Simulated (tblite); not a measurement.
Geometry relaxation, with input and output: C₅H₁₂FPSi (part 4 of 4)

The same run, continued: C₅H₁₂FPSi, SMILES CP1CC[SiH](F)CC1; GFN2-xTB geometry optimisation, gas phase (tblite 0.8.0). 

Geometry of the input (Å):
```
C  -2.8466  -0.2502  0.0755
P  -1.0660  -0.1138  0.1857
C  -0.2817  1.4059  -0.4864
C  0.8330  1.6848  0.4984
Si 2.0158  0.2823  0.3994
F  2.7556  0.1289  1.9052
C  1.4080  -1.3433  -0.1193
C  -0.0412  -1.5063  -0.3850
H  -3.1826  -1.1547  0.6513
H  -3.3164  0.6086  0.6401
H  -3.3040  -0.2616  -0.9257
H  0.2280  1.1244  -1.4357
H  -0.9825  2.2550  -0.5898
H  1.2739  2.6764  0.3729
H  0.3234  1.6281  1.5059
H  3.0759  0.6887  -0.5539
H  1.9753  -1.6838  -1.0187
H  1.6735  -2.1036  0.6705
H  -0.1699  -1.5980  -1.4865
H  -0.3766  -2.4574  0.0930
```

Trajectory as extended XYZ, continued:
```
20
Properties=species:S:1:pos:R:3:forces:R:3 step=98 energy=-703.72688
C    -2.6861   -0.3347   -0.3415    0.0030   0.0040  -0.0120
P    -1.1757   -0.2491    0.7263    0.0020   0.0070  -0.0010
C    -0.4974    1.3521    0.0581    0.0020   0.0110   0.0180
C     0.9081    1.6307    0.5866    0.0010   0.0060  -0.0040
Si    2.1304    0.2975    0.0229   -0.0110  -0.0150   0.0040
F     3.4618    0.3912    0.9406    0.0040   0.0000  -0.0020
C     1.3381   -1.4060    0.2694    0.0020  -0.0050   0.0050
C    -0.1016   -1.4249   -0.2405    0.0000  -0.0050  -0.0030
H    -3.1112   -1.3348   -0.2796    0.0010  -0.0010   0.0040
H    -3.4216    0.3744    0.0348   -0.0020   0.0000  -0.0050
H    -2.4570   -0.0984   -1.3804    0.0010  -0.0250   0.0110
H    -0.5013    1.3218   -1.0366    0.0150   0.0020   0.0120
H    -1.1845    2.1432    0.3749   -0.0070   0.0050  -0.0050
H     1.2294    2.6208    0.2543    0.0000  -0.0050   0.0130
H     0.8762    1.6631    1.6787   -0.0040   0.0040  -0.0150
H     2.6058    0.5055   -1.3421    0.0130   0.0050  -0.0130
H     1.9139   -2.1840   -0.2372   -0.0020   0.0070  -0.0070
H     1.3394   -1.6632    1.3314   -0.0030   0.0040   0.0050
H    -0.1378   -1.1715   -1.3046   -0.0080   0.0120  -0.0080
H    -0.5341   -2.4229   -0.1187   -0.0060  -0.0110   0.0030
20
Properties=species:S:1:pos:R:3:forces:R:3 step=101 energy=-703.72715
C    -2.6857   -0.3353   -0.3435    0.0000  -0.0060   0.0060
P    -1.1763   -0.2471    0.7257   -0.0040  -0.0020   0.0020
C    -0.4960    1.3535    0.0582   -0.0050   0.0060  -0.0020
C     0.9088    1.6308    0.5883   -0.0070  -0.0060   0.0050
Si    2.1300    0.2983    0.0209   -0.0090  -0.0050  -0.0130
F     3.4654    0.3864    0.9325    0.0110   0.0040   0.0140
C     1.3370   -1.4045    0.2690   -0.0040  -0.0030   0.0000
C    -0.1033   -1.4259   -0.2388   -0.0020   0.0030   0.0000
H    -3.1114   -1.3352   -0.2780    0.0020   0.0050   0.0090
H    -3.4210    0.3756    0.0303    0.0000  -0.0020  -0.0150
H    -2.4557   -0.1057   -1.3833    0.0030  -0.0110   0.0030
H    -0.4972    1.3235   -1.0363    0.0050   0.0020   0.0030
H    -1.1847    2.1436    0.3740   -0.0010   0.0120  -0.0050
H     1.2311    2.6223    0.2630    0.0010   0.0060  -0.0040
H     0.8727    1.6585    1.6796    0.0090   0.0010   0.0170
H     2.6068    0.5118   -1.3433    0.0010  -0.0020  -0.0090
H     1.9122   -2.1823   -0.2381    0.0050  -0.0020  -0.0040
H     1.3392   -1.6598    1.3314    0.0030  -0.0010   0.0050
H    -0.1418   -1.1741   -1.3034   -0.0070  -0.0020   0.0000
H    -0.5353   -2.4239   -0.1113   -0.0010   0.0040  -0.0110
20
Properties=species:S:1:pos:R:3:forces:R:3 step=104 energy=-703.72741
C    -2.6865   -0.3388   -0.3397    0.0030  -0.0020   0.0060
P    -1.1762   -0.2455    0.7276   -0.0020  -0.0040   0.0040
C    -0.4968    1.3552    0.0575    0.0010  -0.0070   0.0030
C     0.9089    1.6322    0.5863    0.0030   0.0030   0.0050
Si    2.1316    0.2973    0.0235   -0.0030   0.0200  -0.0040
F     3.4602    0.3795    0.9468   -0.0010   0.0060   0.0050
C     1.3359   -1.4049    0.2646   -0.0030   0.0030  -0.0110
C    -0.1055   -1.4235   -0.2402    0.0010   0.0000  -0.0020
H    -3.1143   -1.3368   -0.2675    0.0010  -0.0130   0.0180
H    -3.4215    0.3755    0.0270    0.0000   0.0090  -0.0130
H    -2.4543   -0.1199   -1.3808    0.0010   0.0040  -0.0130
H    -0.4974    1.3238   -1.0369   -0.0010   0.0020   0.0030
H    -1.1851    2.1460    0.3728    0.0040   0.0080  -0.0060
H     1.2322    2.6220    0.2556   -0.0020  -0.0020  -0.0010
H     0.8746    1.6666    1.6778    0.0050  -0.0080   0.0030
H     2.6225    0.5157   -1.3355   -0.0090  -0.0070   0.0020
H     1.9098   -2.1798   -0.2482    0.0030  -0.0080   0.0040
H     1.3411   -1.6635    1.3263    0.0000  -0.0090  -0.0020
H    -0.1470   -1.1683   -1.3041    0.0020  -0.0050   0.0040
H    -0.5373   -2.4221   -0.1158   -0.0030   0.0100  -0.0060
20
Properties=species:S:1:pos:R:3:forces:R:3 step=107 energy=-703.72758
C    -2.6871   -0.3405   -0.3383   -0.0030   0.0010  -0.0100
P    -1.1764   -0.2440    0.7279    0.0060   0.0050  -0.0020
C    -0.4963    1.3563    0.0564    0.0020   0.0040   0.0070
C     0.9090    1.6335    0.5872    0.0020   0.0030  -0.0010
Si    2.1320    0.2993    0.0248    0.0050  -0.0070   0.0070
F     3.4567    0.3760    0.9552   -0.0120   0.0090  -0.0080
C     1.3359   -1.4043    0.2603    0.0080   0.0000   0.0030
C    -0.1067   -1.4230   -0.2402    0.0010   0.0030   0.0010
H    -3.1167   -1.3375   -0.2581    0.0050  -0.0020   0.0100
H    -3.4211    0.3778    0.0229    0.0010   0.0080  -0.0050
H    -2.4558   -0.1281   -1.3815    0.0020  -0.0070   0.0030
H    -0.4949    1.3247   -1.0380    0.0000  -0.0070   0.0030
H    -1.1842    2.1491    0.3682    0.0040  -0.0030   0.0020
H     1.2327    2.6231    0.2560   -0.0040  -0.0020   0.0040
H     0.8751    1.6675    1.6790   -0.0020  -0.0060  -0.0060
H     2.6275    0.5181   -1.3324   -0.0060  -0.0020   0.0030
H     1.9089   -2.1781   -0.2556    0.0020  -0.0010  -0.0020
H     1.3456   -1.6672    1.3212   -0.0070  -0.0010  -0.0060
H    -0.1512   -1.1710   -1.3044    0.0050   0.0070  -0.0030
H    -0.5383   -2.4210   -0.1135   -0.0070  -0.0030   0.0010
20
Properties=species:S:1:pos:R:3:forces:R:3 step=110 energy=-703.72770
C    -2.6873   -0.3408   -0.3394    0.0050   0.0020   0.0090
P    -1.1767   -0.2429    0.7281   -0.0040   0.0040  -0.0020
C    -0.4955    1.3571    0.0574    0.0000  -0.0040  -0.0120
C     0.9092    1.6337    0.5890    0.0000  -0.0090   0.0010
Si    2.1313    0.3000    0.0239    0.0070  -0.0080   0.0060
F     3.4576    0.3770    0.9517   -0.0070   0.0090  -0.0040
C     1.3362   -1.4038    0.2597   -0.0050  -0.0070   0.0010
C    -0.1071   -1.4231   -0.2393   -0.0030   0.0040  -0.0020
H    -3.1163   -1.3380   -0.2532    0.0010   0.0160   0.0000
H    -3.4207    0.3807    0.0174    0.0060  -0.0050  -0.0020
H    -2.4548   -0.1329   -1.3832    0.0030  -0.0140   0.0000
H    -0.4914    1.3232   -1.0368   -0.0060  -0.0020  -0.0070
H    -1.1835    2.1509    0.3659    0.0020  -0.0030   0.0070
H     1.2328    2.6238    0.2606   -0.0010   0.0060   0.0040
H     0.8741    1.6636    1.6805    0.0030   0.0020   0.0080
H     2.6247    0.5192   -1.3338   -0.0060  -0.0020  -0.0010
H     1.9092   -2.1773   -0.2570   -0.0020   0.0020   0.0000
H     1.3453   -1.6675    1.3202    0.0000  -0.0010   0.0000
H    -0.1525   -1.1715   -1.3037    0.0040   0.0030  -0.0020
H    -0.5399   -2.4208   -0.1112    0.0040   0.0080  -0.0020
20
Properties=species:S:1:pos:R:3:forces:R:3 step=113 energy=-703.72789
C    -2.6866   -0.3424   -0.3403    0.0050   0.0030   0.0060
P    -1.1776   -0.2409    0.7291   -0.0020  -0.0060   0.0000
C    -0.4949    1.3579    0.0591   -0.0020  -0.0060  -0.0090
C     0.9102    1.6330    0.5906   -0.0030  -0.0020   0.0010
Si    2.1321    0.2988    0.0249   -0.0100   0.0080  -0.0060
F     3.4608    0.3822    0.9478   -0.0010   0.0010   0.0040
C     1.3356   -1.4047    0.2604   -0.0050   0.0000  -0.0010
C    -0.1077   -1.4199   -0.2391    0.0010  -0.0030  -0.0050
H    -3.1169   -1.3380   -0.2463   -0.0050   0.0050   0.0000
H    -3.4205    0.3826    0.0076    0.0080   0.0020   0.0050
H    -2.4519   -0.1449   -1.3855    0.0070  -0.0090  -0.0030
H    -0.4913    1.3224   -1.0349   -0.0060   0.0080  -0.0080
H    -1.1818    2.1522    0.3684    0.0010   0.0000   0.0000
H     1.2323    2.6240    0.2625    0.0070  -0.0070   0.0080
H     0.8754    1.6622    1.6823    0.0030   0.0030   0.0000
H     2.6211    0.5174   -1.3348   -0.0060  -0.0040   0.0020
H     1.9076   -2.1776   -0.2586   -0.0070   0.0020   0.0090
H     1.3425   -1.6706    1.3203    0.0100  -0.0010   0.0010
H    -0.1514   -1.1657   -1.3031    0.0010   0.0000   0.0010
H    -0.5422   -2.4172   -0.1135    0.0050   0.0050  -0.0050
20
Properties=species:S:1:pos:R:3:forces:R:3 step=116 energy=-703.72800
C    -2.6852   -0.3426   -0.3415   -0.0040  -0.0040  -0.0070
P    -1.1782   -0.2404    0.7294    0.0100   0.0000  -0.0030
C    -0.4948    1.3582    0.0595   -0.0020   0.0080   0.0050
C     0.9104    1.6322    0.5920   -0.0030   0.0040   0.0000
Si    2.1313    0.2991    0.0233   -0.0050  -0.0030  -0.0010
F     3.4611    0.3847    0.9446   -0.0020  -0.0010  -0.0010
C     1.3352   -1.4045    0.2607    0.0050   0.0040   0.0060
C    -0.1079   -1.4192   -0.2386    0.0020  -0.0010   0.0030
H    -3.1178   -1.3368   -0.2444   -0.0060  -0.0060   0.0030
H    -3.4190    0.3841    0.0023    0.0070   0.0120   0.0030
H    -2.4485   -0.1515   -1.3877    0.0040  -0.0010   0.0040
H    -0.4926    1.3247   -1.0348    0.0010   0.0040  -0.0010
H    -1.1804    2.1531    0.3703   -0.0040  -0.0020   0.0000
H     1.2330    2.6242    0.2672    0.0050  -0.0080   0.0000
H     0.8770    1.6595    1.6841   -0.0070  -0.0030  -0.0050
H     2.6159    0.5168   -1.3379   -0.0020  -0.0020   0.0000
H     1.9061   -2.1785   -0.2574   -0.0010   0.0020   0.0000
H     1.3433   -1.6703    1.3207    0.0040   0.0040   0.0000
H    -0.1515   -1.1662   -1.3028    0.0000   0.0050  -0.0020
H    -0.5422   -2.4158   -0.1120   -0.0040  -0.0120  -0.0050
20
Properties=species:S:1:pos:R:3:forces:R:3 step=119 energy=-703.72809
C    -2.6847   -0.3433   -0.3421    0.0030  -0.0050   0.0050
P    -1.1776   -0.2401    0.7288   -0.0020   0.0030   0.0020
C    -0.4946    1.3590    0.0593   -0.0010   0.0020  -0.0030
C     0.9100    1.6313    0.5936    0.0010  -0.0030  -0.0010
Si    2.1295    0.2993    0.0211    0.0100  -0.0030   0.0070
F     3.4612    0.3864    0.9397    0.0000  -0.0020  -0.0030
C     1.3349   -1.4039    0.2622   -0.0010  -0.0040  -0.0020
C    -0.1076   -1.4188   -0.2390   -0.0020  -0.0020   0.0020
H    -3.1189   -1.3365   -0.2407   -0.0090   0.0030   0.0020
H    -3.4163    0.3873   -0.0010    0.0100   0.0020  -0.0050
H    -2.4457   -0.1579   -1.3886   -0.0020   0.0040  -0.0010
H    -0.4912    1.3253   -1.0350   -0.0010   0.0070   0.0030
H    -1.1799    2.1541    0.3698   -0.0090  -0.0010   0.0010
H     1.2350    2.6236    0.2734    0.0000   0.0060  -0.0090
H     0.8758    1.6547    1.6853   -0.0080  -0.0040   0.0060
H     2.6099    0.5163   -1.3415   -0.0010  -0.0020  -0.0010
H     1.9055   -2.1792   -0.2539    0.0060  -0.0010  -0.0030
H     1.3425   -1.6677    1.3225    0.0000   0.0050   0.0020
H    -0.1502   -1.1636   -1.3029    0.0030  -0.0030   0.0040
H    -0.5426   -2.4157   -0.1140    0.0020  -0.0020  -0.0060
20
Properties=species:S:1:pos:R:3:forces:R:3 step=122 energy=-703.72818
C    -2.6843   -0.3451   -0.3422    0.0030   0.0060   0.0020
P    -1.1771   -0.2396    0.7283   -0.0060  -0.0050   0.0030
C    -0.4950    1.3604    0.0594   -0.0030  -0.0060   0.0000
C     0.9098    1.6307    0.5941    0.0000   0.0000   0.0000
Si    2.1295    0.2984    0.0217    0.0000   0.0030  -0.0020
F     3.4627    0.3889    0.9373    0.0020  -0.0040   0.0000
C     1.3349   -1.4046    0.2635    0.0010  -0.0020  -0.0040
C    -0.1071   -1.4181   -0.2393    0.0030  -0.0020  -0.0030
H    -3.1220   -1.3364   -0.2366   -0.0040   0.0090   0.0020
H    -3.4127    0.3900   -0.0045    0.0010   0.0000  -0.0020
H    -2.4448   -0.1639   -1.3893   -0.0010  -0.0020   0.0000
H    -0.4919    1.3287   -1.0349   -0.0020   0.0040   0.0000
H    -1.1806    2.1547    0.3716   -0.0020  -0.0020   0.0000
H     1.2364    2.6226    0.2740   -0.0030   0.0030  -0.0010
H     0.8740    1.6527    1.6860   -0.0010   0.0010   0.0010
H     2.6065    0.5140   -1.3426    0.0010  -0.0010   0.0010
H     1.9055   -2.1797   -0.2527    0.0060  -0.0030   0.0010
H     1.3423   -1.6676    1.3241   -0.0030  -0.0010   0.0000
H    -0.1478   -1.1604   -1.3026    0.0030  -0.0030   0.0020
H    -0.5434   -2.4151   -0.1184    0.0060   0.0040   0.0020
```

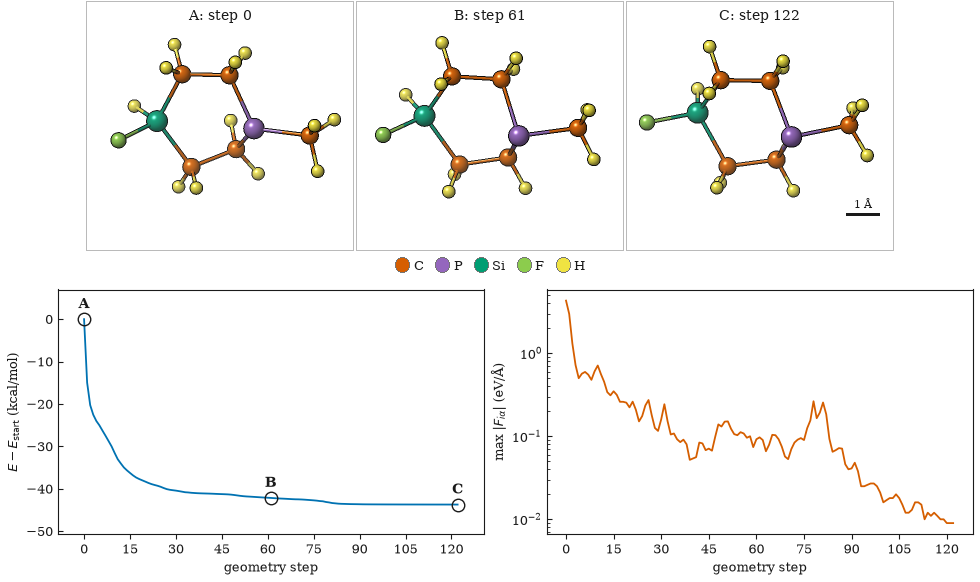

Frames of the relaxation (ball-and-stick view, seen at a tilt) above the curves, on which the letters mark them (steps are counted from 0).

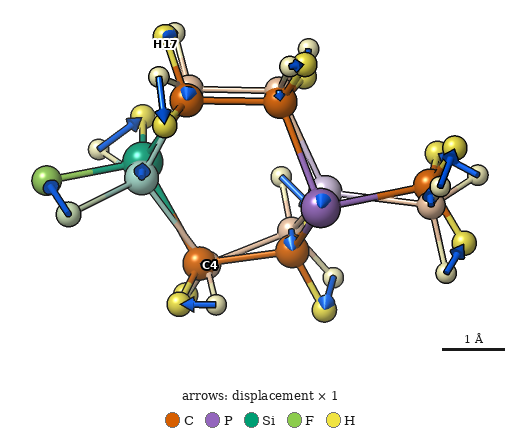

Start (faint) and end (solid) with the displacements as blue arrows, at true length (ball-and-stick view, seen at a tilt). The two geometries are laid on each other by the best rigid fit. The energy falls by 43.7 kcal/mol in 122 geometry steps. Largest force component: 4.3 eV/Å at the start, 0.009 eV/Å at the end. The largest move after the best rigid fit is that of F6, 1.25 Å. By element the largest moves are F 1.25 Å, H 0.98 Å, C 0.58 Å, P 0.57 Å, Si 0.41 Å. Among the contacts that change: Si5–C7 1.811 → 1.895 Å, Si5–F6 1.685 → 1.620 Å, C1–P2 1.789 → 1.852 Å, C4–Si5 1.837 → 1.895 Å. Among the angles that change: C1–P2–C8 118.9° → 97.5°, C1–P2–C3 117.7° → 98.0°, C4–Si5–C7 119.0° → 108.9°. (Atoms are counted from 1 in the order of the input.)
